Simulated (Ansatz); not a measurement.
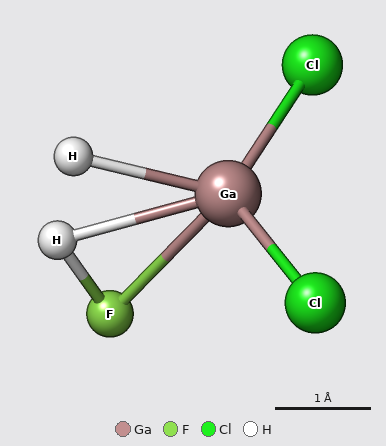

Starting structure of GaH2Cl2F. Style: ball-and-stick. Shown from a free direction.

The reaction that was planned forms Ga1–H6, F2–H5 and breaks Ga1–F2, H5–H6 (atoms numbered from 1 in input order).

These are results of RKS PBE0-D4/def2-SVP in Ansatz, not measurements.

Input
```yaml
crystal:
  periodic: [false, false, false]
  atoms:
    - {symbol: Ga, position_ang: [-0.184800, -0.414600, -0.298800]}
    - {symbol: F, position_ang: [0.980400, 1.314200, 0.054000]}
    - {symbol: Cl, position_ang: [1.094800, -2.032900, -0.394700]}
    - {symbol: Cl, position_ang: [-1.688300, 0.085000, -1.625600]}
    - {symbol: H, position_ang: [0.298800, 0.943400, 0.958000]}
    - {symbol: H, position_ang: [-0.500900, 0.104900, 1.307100]}
basis:
  gaussian: {orbitals: def2-SVP}
hamiltonian: {xc: pbe0, dispersion: d4}
relax: {f_tol: 0.04, max_steps: 150, escape_saddle: false, constraints: [{distance: [0, 5]}, {distance: [1, 4]}, {distance: [0, 1]}, {distance: [4, 5]}]}
```

Command:
```bash
ansatz run in.yaml --threads 4 --pin off --events-out ev --progress --plain --max-ram 9574MiB
```

Question: What does the optimiser find from here?

Answer: Over 2 geometry steps the energy falls by 7.12 kJ/mol. The largest force component goes from 0.94 to 0.014 eV/Å. Cl3 moves most after the best rigid fit: 0.075 Å. By element the largest moves are Cl 0.075 Å, H 0.047 Å, Ga 0.035 Å, F 0.024 Å. Near-neighbour distances that change, for instance: Ga1–Cl3 2.065 → 2.125 Å, Ga1–H5 1.912 → 1.929 Å. Among the angles between lasting bonds that change: Cl3–Ga1–Cl4 127.6° → 122.8°, Cl3–Ga1–H6 113.2° → 115.7°, Cl4–Ga1–H6 113.2° → 115.5°. The run took 14 s on 4 threads of Intel Xeon @ 2.50GHz (shared host).

The structure at the end:

```xyz
6

Ga   -0.1868   -0.4003   -0.2673
F     0.9810    1.3292    0.0733
Cl    1.0938   -2.0863   -0.4478
Cl   -1.7051    0.0471   -1.6847
H     0.3083    0.9753    0.9907
H    -0.4911    0.1349    1.3358
```

After the run, drawn alike:

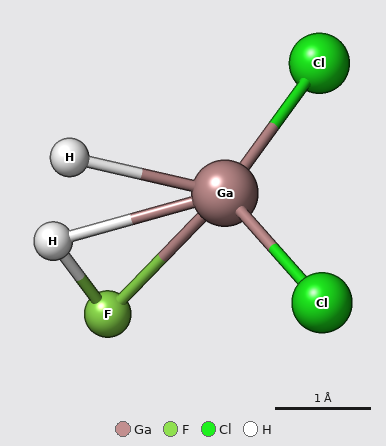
